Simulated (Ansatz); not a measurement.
**A ladder of methods for BCl3 (boron trichloride)**

BCl3: 4 atoms, total charge 0, spin state singlet. SMILES: `ClB(Cl)Cl`. The coordinates come from a PBE0-D4/def2-TZVP relaxation.

```tsv
atom	x (Å)	y (Å)	z (Å)
Cl	-0.2579	0.5164	1.6383
B	0.0000	0.0000	0.0000
Cl	0.9420	-1.4231	-0.3240
Cl	-0.6841	0.9066	-1.3143
```

Quantity: the energy change with the B2–Cl4 bond stretched from 1.737 to 4.343 Å, in eV. The values are calculated.

| level | kind | program | value (eV) | less FCI/STO-3G |
| --- | --- | --- | --- | --- |
| SVWN5/STO-3G (restricted) | LDA | Ansatz | 6.75 | +1.93 |
| BLYP/STO-3G (restricted) | GGA | Ansatz | 5.87 | +1.05 |
| r2SCAN/STO-3G (restricted) | meta-GGA | Ansatz | 6.53 | +1.71 |
| B3LYP/STO-3G (restricted) | global hybrid | Ansatz | 6.66 | +1.84 |
| r2SCAN0/STO-3G (restricted) | hybrid meta-GGA | Ansatz | 7.31 | +2.49 |
| wB97M-V/STO-3G (restricted) | range-separated hybrid | Ansatz | 7.96 | +3.14 |
| MP2/STO-3G (restricted) | perturbation theory | Ansatz | 5.90 | +1.08 |
| CCSDT/STO-3G (restricted) | coupled cluster or CI | Ansatz | 4.85 | +0.03 |
| FCI/STO-3G | exact in the basis | Ansatz | 4.82 | 0.00 |

FCI/STO-3G is exact within its basis and frozen core, so for wave-function methods in that basis the difference is their error; functionals converge differently with the basis, so for them it is only a difference. The first shape isn't each level's own minimum. The values span 4.82 to 7.96 eV. All rows use very small basis sets, so none should be taken for the real molecule's value.

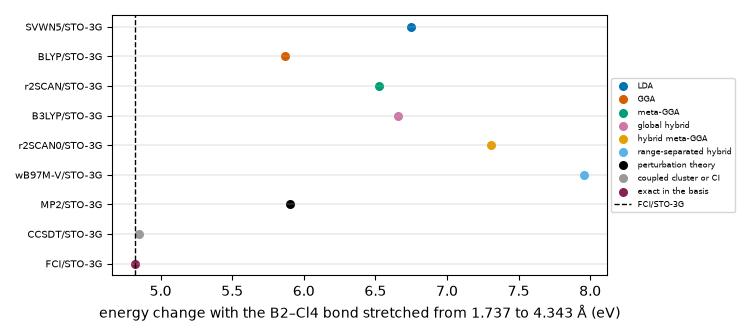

The values of the table, level by level.
